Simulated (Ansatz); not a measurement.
**BLYP/6-311+G(d,p) run of CH2AlNO (SMILES O=C=[N][AlH2])**

What is the vertical electron affinity of CH2AlNO at BLYP/6-311+G**? 

The calculation is run with Ansatz 0.2.0.

69 further runs of the same task are left out: 69 set aside as unsound or not needed. Runs told in other sessions of the task aren't counted.

### Step 1. The system as given

CH2AlNO: 6 atoms, total charge 0, spin state singlet. As SMILES, `O=C=[N][AlH2]`. Geometry: relaxed at PBE0-D4/def2-TZVP.

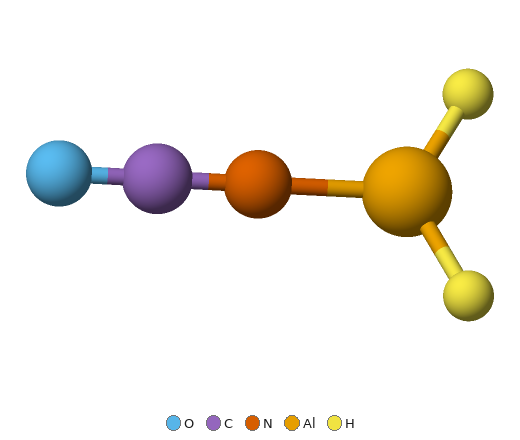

The structure, seen from a chosen angle (oxygen blue, carbon purple, nitrogen orange, aluminium amber, hydrogen yellow).

### Step 2. The energy at BLYP/6-311+G(d,p)

Contents of in.yaml:

```yaml
crystal:
  periodic: [false, false, false]
  atoms:
    - symbol: O
      position_ang: [1.702300, -2.146700, 0.966300]
    - symbol: C
      position_ang: [1.019700, -1.287700, 0.572500]
    - symbol: N
      position_ang: [0.319600, -0.406900, 0.168300]
    - symbol: Al
      position_ang: [-0.716100, 0.900800, -0.422500]
    - symbol: H
      position_ang: [-1.263800, 0.785800, -1.894800]
    - symbol: H
      position_ang: [-1.019700, 2.090500, 0.564100]
basis:
  gaussian:
    orbitals: 6-311+G_st__st_-spherical.json
hamiltonian:
  xc: {name: BLYP}
accuracy: high
output: {orbitals: {seedname: orbitals}}
```

The basis set 6-311+G** is read from a file made from the Basis Set Exchange's data (not shown).

Command:

```console
$ ansatz run in.yaml --threads 1 --pin off --max-ram 2610MiB --events-out events.jsonl --progress --plain --runs-dir runs
```

What it wrote:

```text
Warning: RAYON_NUM_THREADS=1 ignored (pool sized by the plan → 1); use --threads N
Functional definition: BLYP
  name "BLYP"
  parameter beta = 0.0042
  parameter a = 0.04918
  parameter b = 0.132
  parameter c = 0.2533
  parameter d = 0.349
  exchange = b88_x(beta = beta)
  correlation = lyp_c(a = a, b = b, c = c, d = d)
1785 factors; integrals over basis functions are off by at most 4.2e-9 eV
mean field evaluation 1: about -11194.2008 eV, gradient 7.8e1 eV
mean field evaluation 2: about -11153.8111 eV, gradient 1.4e2 eV
mean field evaluation 4: about -11205.2208 eV, gradient 5.2e0 eV
mean field evaluation 8: about -11205.3033 eV, gradient 7.7e-1 eV
mean field evaluation 16: about -11205.3021 eV, gradient 6.1e-5 eV
mean field -11205.30206748 eV, -411.7872557532 hartree, gradient 2.3e-8 eV, S^2 0.000000; 0 other end points of the search recorded, 0 dependent functions left out
reference -11205.30212382 eV, -411.7872578240 hartree; 18, 18 occupied and 90, 90 virtual orbitals, 1785 factors
Total energy: -11205.30212382 eV, -411.7872578240 hartree
```

It took 6 s on 1 thread of Arm Neoverse V2, shared host; peak memory 0.24 GiB.

### Step 3. The doublet anion, same level

Contents of input.yaml:

```yaml
crystal:
  periodic: [false, false, false]
  atoms:
    - {symbol: O, position_ang: [1.702300, -2.146700, 0.966300]}
    - {symbol: C, position_ang: [1.019700, -1.287700, 0.572500]}
    - {symbol: N, position_ang: [0.319600, -0.406900, 0.168300]}
    - {symbol: Al, position_ang: [-0.716100, 0.900800, -0.422500]}
    - {symbol: H, position_ang: [-1.263800, 0.785800, -1.894800]}
    - {symbol: H, position_ang: [-1.019700, 2.090500, 0.564100]}
basis:
  gaussian:
    orbitals: 6-311+G_st__st_-spherical.json
total_charge: -1
magnetization:
  spin_polarized: true
  initial_magnetization: 1
hamiltonian:
  xc: {name: BLYP}
accuracy: high
output: {orbitals: {seedname: orbitals}}
```

The basis set 6-311+G** is read from a file made from the Basis Set Exchange's data (not shown).

Command:

```console
$ ansatz run input.yaml --threads 1 --pin off --max-ram 2610MiB --events-out events.jsonl --progress --plain --runs-dir runs
```

What it wrote:

```text
Warning: RAYON_NUM_THREADS=1 ignored (pool sized by the plan → 1); use --threads N
Functional definition: BLYP
  name "BLYP"
  parameter beta = 0.0042
  parameter a = 0.04918
  parameter b = 0.132
  parameter c = 0.2533
  parameter d = 0.349
  exchange = b88_x(beta = beta)
  correlation = lyp_c(a = a, b = b, c = c, d = d)
1785 factors; integrals over basis functions are off by at most 4.2e-9 eV
mean field evaluation 1: about -11199.3772 eV, gradient 3.8e1 eV
mean field evaluation 2: about -11156.1091 eV, gradient 9.7e1 eV
mean field evaluation 4: about -11205.1227 eV, gradient 1.2e1 eV
mean field evaluation 8: about -11205.5348 eV, gradient 1.9e-1 eV
mean field evaluation 16: about -11205.5351 eV, gradient 4.9e-5 eV
mean field evaluation 32: about -11204.9346 eV, gradient 2.9e0 eV
mean field -11205.53513118 eV, -411.7958206865 hartree, gradient 3.5e-8 eV, S^2 0.752042; 3 other end points of the search recorded, 0 dependent functions left out
reference -11205.53517876 eV, -411.7958224348 hartree; 19, 18 occupied and 89, 90 virtual orbitals, 1785 factors
Total energy: -11205.53517876 eV, -411.7958224348 hartree
```

It took 13 s on 1 thread of Arm Neoverse V2, shared host; peak memory 0.32 GiB.

### Step 4. What came out

Level: BLYP/6-311+G**.

| quantity | value |
| --- | --- |
| singlet CH2AlNO: total energy | -411.78726 Eh |
| singlet CH2AlNO: HOMO energy | -6.95 eV |
| singlet CH2AlNO: LUMO energy | -2.45 eV |
| singlet CH2AlNO: HOMO–LUMO gap | 4.50 eV |
| doublet anion: total energy | -411.79582 Eh |
| doublet anion: HOMO energy (highest over α and β) | 1.85 eV |
| doublet anion: LUMO energy (lowest over α and β) | 2.60 eV |
| doublet anion: ⟨S²⟩ | 0.752 |
| vertical electron affinity (to the doublet anion) | 0.233 eV |

At fixed nuclei the extra electron is bound by 0.23 eV (5.4 kcal/mol). The HOMO (doublet anion) lies at positive energy, 1.85 eV, from the functional's self-interaction, a short basis or an electron that isn't bound; only total energies against the neutral tell.
